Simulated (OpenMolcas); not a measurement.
# One shape, several levels: C2H7BO (SMILES CCBO)

Wanted: a comparison of 6 runs (HF/3-21G, B3LYP/def2-SVP, BHLYP/def2-SVP, BLYP/def2-SVP, revPBE/def2-SVP, CCSD(T)/def2-SVP) of C2H7BO. 

The results are computed with OpenMolcas 26.06.

1 further run of the same task is left out (set aside as unsound or not needed).

### Step 1. The system as given

C2H7BO: 11 atoms, total charge 0, spin state singlet. As SMILES, `CCBO`. Geometry: relaxed at PBE0-D4/def2-TZVP. This is one conformer, not always the lowest.

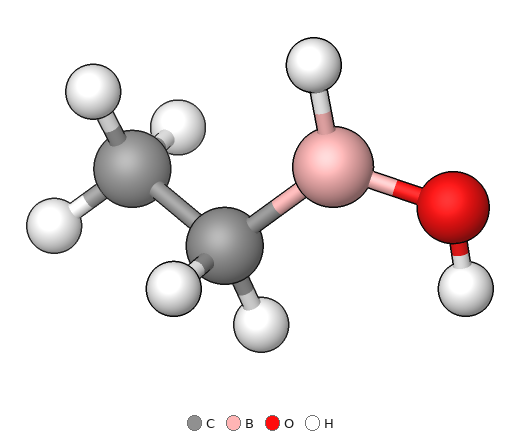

Viewed from a chosen angle; carbon grey, boron pink, oxygen red, hydrogen white.

### Step 2. Energy and gradient at HF/3-21G (run 1)

mol.inp

```
>>> EXPORT MOLCAS_PRINT=2

&GATEWAY
  BASLIB
  $CurrDir
  COORD
  11
  bohr
  C     -1.05106567     2.48310013     0.36679584
  C     -0.27986844    -0.23886138     0.94240642
  B      1.59530679    -1.41672768    -1.02990074
  O      1.46491569    -3.84483677    -1.82963283
  H     -2.12329627     2.60517644    -1.39442891
  H     -2.22628635     3.28283222     1.86383688
  H      0.60905873     3.69252485     0.15571343
  H     -1.96021291    -1.42617631     1.20999164
  H      0.71866285    -0.27911255     2.76712596
  H      3.30380818    -0.20465734    -1.90862339
  H      0.07275446    -4.76116497    -1.10435595
  BASIS
  3-21G
  GROUP
  NoSym

&SEWARD

&SCF
  THRESHOLDS
  1e-10 1e-07 1e-07 1e-05
  PRORBITALS
  1

&ALASKA
```

The basis set 3-21G is read from a file made from the Basis Set Exchange's data (not shown).

Launch:

```sh
$ export MOLCAS_MEM=1860
$ pymolcas mol.inp > mol.log
```

Output:

```text
--- Start Module: gateway ---
[...]
--- Stop Module: gateway /rc=_RC_ALL_IS_WELL_ ---
[...]
      Basis functions           50
[...]
--- Start Module: scf ---
[...]
       Convergence after  12 Iterations
[...]
::    Total SCF energy                               -178.4183136259
[...]
      Total spin, S                                     0.0000000000
[...]
      Total electronic charge=   32.000000
      Total            charge=   -0.000000
[...]
      Dipole Moment (debye):
      Origin of the operator (angstrom)=    0.2133   -0.4305   -0.2123
                   X= -1.7336E+00               Y= -2.6005E-01               Z=  1.3266E+00           Total=  2.1984E+00
      Quadrupole Moment (debye*angstrom):
[...]
 *              Molecular gradients               *
 **************************************************
  Irreducible representation: a
 ------------------------------------------------------------------------------------------
                              X                       Y                       Z
 ------------------------------------------------------------------------------------------
  C1                4.59198794426463E-03   -1.68445577781260E-02    4.54940185095742E-03
  C2                8.95100525174053E-04    1.13357855346061E-02   -1.33403435550385E-02
  B3               -1.48170148061904E-02   -2.61179171289734E-02    4.89431631867832E-03
  O4                4.45511840981139E-03    1.47576961671518E-02    1.49130469598635E-03
  H5               -2.56712742125931E-03    8.47739679515791E-04   -4.47646172925298E-03
  H6               -3.33419571529769E-03    2.94382241528979E-03    3.81995060928042E-03
  H7                4.09667515424461E-03    3.74405795554478E-03   -1.01695206323663E-03
  H8               -2.77502814496300E-03   -4.04905430976688E-03    6.99630008882401E-04
[...]
```

Run time: 1.9 s. Hardware: 1 thread of Intel Xeon 6975P-C (Granite Rapids), shared host; peak memory 0.38 GiB.

### Step 3. Energy and forces at B3LYP/def2-SVP (run 2)

mol.xyz

```xyz
11

C     -0.556200     1.314000     0.194100
C     -0.148100    -0.126400     0.498700
B      0.844200    -0.749700    -0.545000
O      0.775200    -2.034600    -0.968200
H     -1.123600     1.378600    -0.737900
H     -1.178100     1.737200     0.986300
H      0.322300     1.954000     0.082400
H     -1.037300    -0.754700     0.640300
H      0.380300    -0.147700     1.464300
H      1.748300    -0.108300    -1.010000
H      0.038500    -2.519500    -0.584400
```

job.input

```
&gateway
  baslib=$CurrDir
  coord=mol.xyz
  basis=def2-SVP
  group=NoSym

&seward
  gridinput
  Grid=UltraFine
  End of Grid

&scf
  ksdft=B3LYP
  thresholds=1e-10 1e-07 1e-07 1e-05
  prorbitals=1

&alaska
```

The basis set def2-SVP is read from a file made from the Basis Set Exchange's data (not shown).

Launch:

```sh
$ export MOLCAS_MEM=1860
$ pymolcas job.input > job.log
```

Output:

```text
--- Start Module: gateway ---
[...]
--- Stop Module: gateway /rc=_RC_ALL_IS_WELL_ ---
[...]
      Basis functions           91
[...]
--- Start Module: scf ---
[...]
       Convergence after  13 Iterations
[...]
::    Total KS-DFT energy                            -180.4219429974
[...]
      Total spin, S                                     0.0000000000
[...]
      Total electronic charge=   32.000000
      Total            charge=   -0.000000
[...]
      Dipole Moment (debye):
      Origin of the operator (angstrom)=    0.2133   -0.4305   -0.2123
                   X= -1.4880E+00               Y= -4.8563E-01               Z=  1.0630E+00           Total=  1.8921E+00
      Quadrupole Moment (debye*angstrom):
[...]
 *              Molecular gradients               *
 **************************************************
  Irreducible representation: a
 ------------------------------------------------------------------------------------------
                              X                       Y                       Z
 ------------------------------------------------------------------------------------------
  C1               -3.09092467315697E-04    1.85375464130999E-03   -8.34364467744479E-04
  C2               -5.79001397428947E-04   -1.23598511803791E-03    2.01816817665845E-03
  B3                7.82873924379146E-04    4.37109910242484E-03    5.11237518499463E-04
  O4               -4.45681223932404E-03   -2.16660540039371E-03    2.58123424833379E-03
  H5                3.39328910003900E-03   -9.11186334826786E-04    5.36198150226896E-03
  H6                3.71436372490708E-03   -3.01558194838969E-03   -4.32776915156818E-03
  H7               -4.66943755371174E-03   -4.09990897099899E-03    6.54746312382659E-04
  H8                4.64841843581443E-03    3.76047820382341E-03   -9.39623698594239E-04
[...]
```

Run time: 33 s. Hardware: 1 thread of Intel Xeon 6975P-C (Granite Rapids), shared host; peak memory 0.5 GiB.

Runs 3 to 5 aren't shown in full; the table further down has their settings and results.

### Step 4. The energy at CCSD(T)/def2-SVP (run 6)

calc.inp

```
&GATEWAY
BasLib = $CurrDir
Coord
11
angstrom
C       -0.556200       1.314000       0.194100
C       -0.148100      -0.126400       0.498700
B        0.844200      -0.749700      -0.545000
O        0.775200      -2.034600      -0.968200
H       -1.123600       1.378600      -0.737900
H       -1.178100       1.737200       0.986300
H        0.322300       1.954000       0.082400
H       -1.037300      -0.754700       0.640300
H        0.380300      -0.147700       1.464300
H        1.748300      -0.108300      -1.010000
H        0.038500      -2.519500      -0.584400
Basis = def2-SVP
Group = NoSym
&SEWARD
&SCF
Thresholds = 1e-10 1e-07 1e-07 1e-05
PrOrbitals = 1
&RASSCF
FileOrb = $Project.ScfOrb
Spin = 1
Nactel = 0 0 0
Inactive = 16
Ras2 = 0
OutOrbitals = Canonical
OrbListing = Few
&MOTRA
JobIph
Frozen = 4
&CCSDT
CCT
Triples = 2
Iterations = 80
Accuracy = 1e-08
Extrapolation = 5 4
```

The basis set def2-SVP is read from a file made from the Basis Set Exchange's data (not shown).

Launch:

```sh
$ export MOLCAS_MEM=1860
$ pymolcas calc.inp > calc.log
```

Output:

```text
--- Start Module: gateway ---
[...]
--- Stop Module: gateway /rc=_RC_ALL_IS_WELL_ ---
[...]
      Basis functions           91
[...]
       Convergence after  13 Iterations
[...]
::    Total SCF energy                               -179.2784065751
[...]
      Total spin, S                                     0.0000000000
[...]
      Number of active orbitals                  0
[...]
      Spin quantum number                      0.0
[...]
      Active orbitals                            0
[...]
      Number of CSFs                             1
[...]
      Number of root(s) required                 1
[...]
      Convergence after  4 iterations
[...]
      Natural orbitals and occupation numbers for root  1
      ************************************************************************************************************************
      *                                                    Final results                                                     *
      ************************************************************************************************************************
[...]
::    RASSCF root number  1 Total energy:   -179.27840658
[...]
      Total electronic charge=   32.000000
      Total            charge=   -0.000000
[...]
      Dipole Moment (debye):
      Origin of the operator (angstrom)=    0.2133   -0.4305   -0.2123
                   X= -1.5355E+00               Y= -2.4784E-01               Z=  1.1695E+00           Total=  1.9460E+00
      Quadrupole Moment (debye*angstrom):
[...]
--- Start Module: motra ---
[...]
--- Stop Module: motra /rc=_RC_ALL_IS_WELL_ ---
[...]
--- Start Module: ccsdt ---
[...]
      Convergence after                    16  Iterations
      Total energy (diff) :    -179.88770691       0.00000001
[...]
 METHOD                       : CCSD+T(CCSD)+<T3(1)WT1> = CCSD(T)
[...]
       CCSD     =      -179.8877069092818
[...]
```

Run time: 61 s. Hardware: 1 thread of Intel Xeon 6975P-C (Granite Rapids), shared host; peak memory 0.5 GiB.

### Step 5. All runs side by side

```
run             level  integration grid      task  energy (Eh)  dipole moment (D) of the reference  HOMO energy (eV)  LUMO energy (eV)  wall time
  1          HF/3-21G                 –  gradient  -178.418314                                2.20            -11.65              4.53      1.9 s
  2    B3LYP/def2-SVP         UltraFine  gradient  -180.421943                                1.89             -7.96              0.14       33 s
  3    BHLYP/def2-SVP         UltraFine  gradient  -180.311741                                1.91             -9.61              1.43       33 s
  4     BLYP/def2-SVP         UltraFine  gradient  -180.323241                                1.87             -6.60             -0.50       36 s
  5   revPBE/def2-SVP         UltraFine  gradient  -180.352972                                1.88             -6.67             -0.55       38 s
  6  CCSD(T)/def2-SVP                 –    energy  -179.903588                                1.95            -11.82              4.00       61 s
```

### Step 6. What came out

```
                                          quantity          value
                               run 6: total energy  -179.90359 Eh
         run 6: dipole moment (mean-field density)         1.95 D
        run 6: HOMO energy (Hartree–Fock orbitals)      -11.82 eV
        run 6: LUMO energy (Hartree–Fock orbitals)        4.00 eV
      run 6: HOMO–LUMO gap (Hartree–Fock orbitals)       15.83 eV
run 6: correlation energy (4 core orbitals frozen)     -625.2 mEh
                             run 6: (T) correction     -15.88 mEh
```

**Reading.** Over runs 1, 2, 3, 4, 5 the dipole moment (its size) runs from 1.87 D (BLYP/def2-SVP) to 2.20 D (HF/3-21G). The two ends differ in method and basis. Over runs 1, 2, 3, 4, 5 the HOMO–LUMO gap runs from 6.10 eV (BLYP/def2-SVP) to 16.18 eV (HF/3-21G). Totals of different functionals can't be ranked against each other. All runs together took 3.4 min, the longest 61 s.
